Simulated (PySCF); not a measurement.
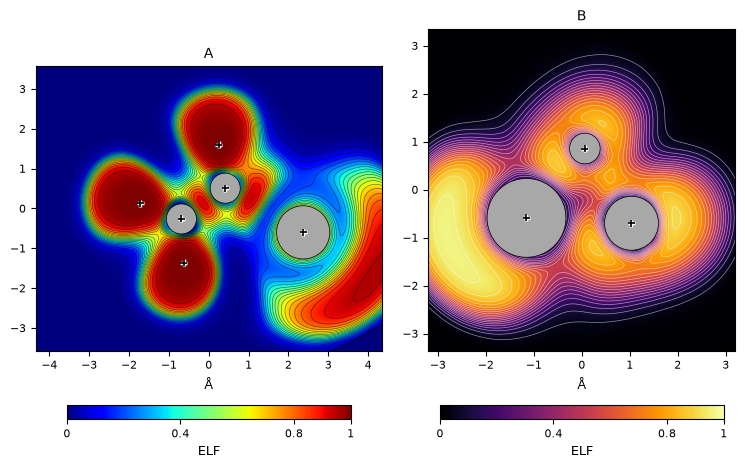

The ELF of 2 systems, each on a plane through atoms (crosses mark nuclei in the plane; grey discs cover the cores).

These are results of PySCF, Gaussian-basis quantum chemistry of an isolated molecule with PySCF, energy and nuclear gradient, functional PBE0, not measurements.

System 1: GeHNS (SMILES [NH]1[S+]=[Ge-]1), the plane of atoms Ge1, N2 and S3. Geometry: PBE0-D4/def2-SVP.

| atom | x (Å) | y (Å) | z (Å) |
| --- | --- | --- | --- |
| Ge | -0.8355 | -0.5054 | 1.3244 |
| N | 0.6757 | -0.2378 | 0.2225 |
| S | -0.2978 | 1.3186 | 0.2352 |
| H | 1.5441 | -0.0849 | 0.7470 |

System 2: C₂H₃In, the molecular plane. Geometry: PBE0-D3(BJ)/def2-SVP; core potentials replace the inner electrons of In.

```
atom    x (Å)    y (Å)    z (Å)
   C   0.8210   0.1499  -0.0631
   C   0.0469  -0.9362   0.0927
  In   1.0131   1.4663   1.7501
   H  -0.4596  -1.1654   1.0447
   H   1.2810   0.2867  -1.0540
   H  -0.1429  -1.6737  -0.7016
```

Match each panel to its system.

Answer. Panel A is system 2, C₂H₃In: the plane holds C, In and H. C–C (1.34 Å): the ELF peaks at about 0.95 between the atoms (a multiple bond). Panel B is system 1, GeHNS: the plane holds Ge, N and S. S–N (1.84 Å): the ELF peaks at about 0.80 between the atoms (localised, covalent bonding).
